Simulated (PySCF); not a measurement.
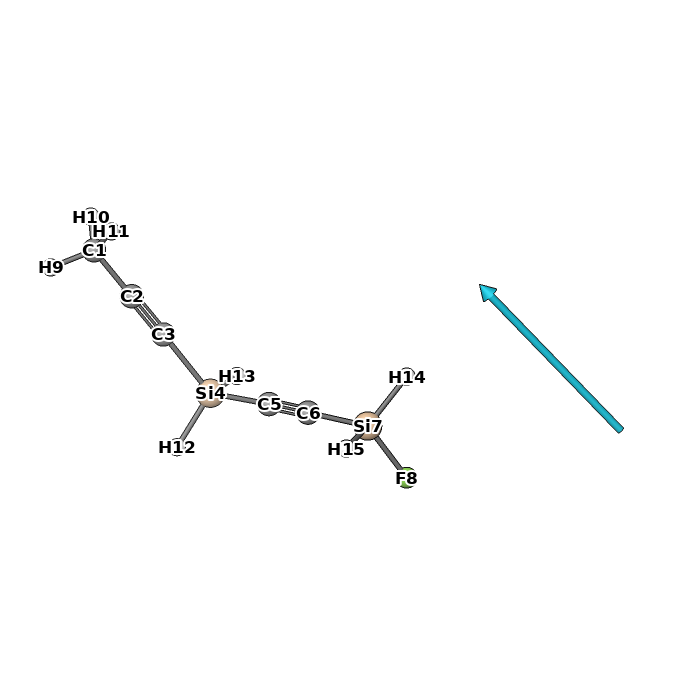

The arrow beside the molecule shows the direction of the dipole moment, from the negative to the positive end (its length means nothing). The computed structure is the end point of a GFN2-xTB optimisation. No frequency run is at hand to confirm it as a minimum. Properties computed with PBE0/pcSseg-1, gas phase (PySCF 2.14.0).

Estimate the dipole moment.

3.47 D; it points from the side of F8 to the side of H9, H10 (the outermost atoms at the two ends).

The geometry is semi-empirical. Around Si such bond lengths and angles can be off by a tenth of an ångström or more and by several degrees, and values that hang on the shape move with them.
